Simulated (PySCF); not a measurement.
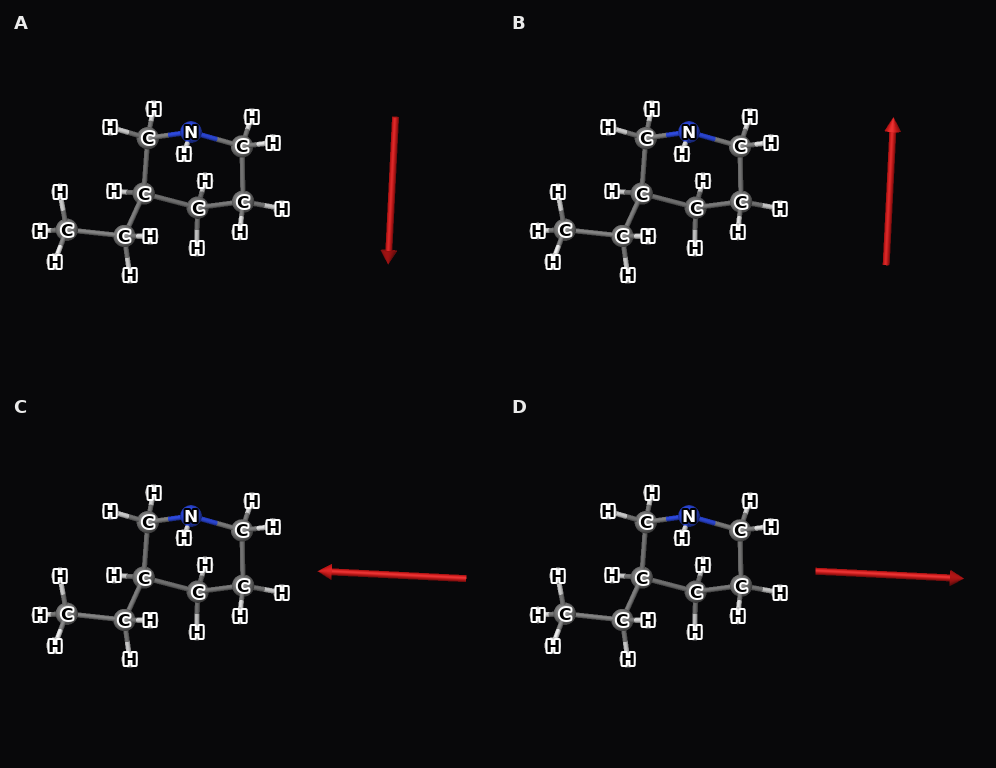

The same molecule four times, each with an arrow. The geometry was computed by an optimisation with PBE0-D3(BJ)/def2-SVP. No frequency run is at hand to confirm it as a minimum. Properties computed with PBE0/pcSseg-1 in methanol (IEF-PCM) (PySCF 2.14.0).

Question: Which arrow points along the dipole moment, from the negative to the positive end?

Answer: A. The dipole moment is 1.49 D.
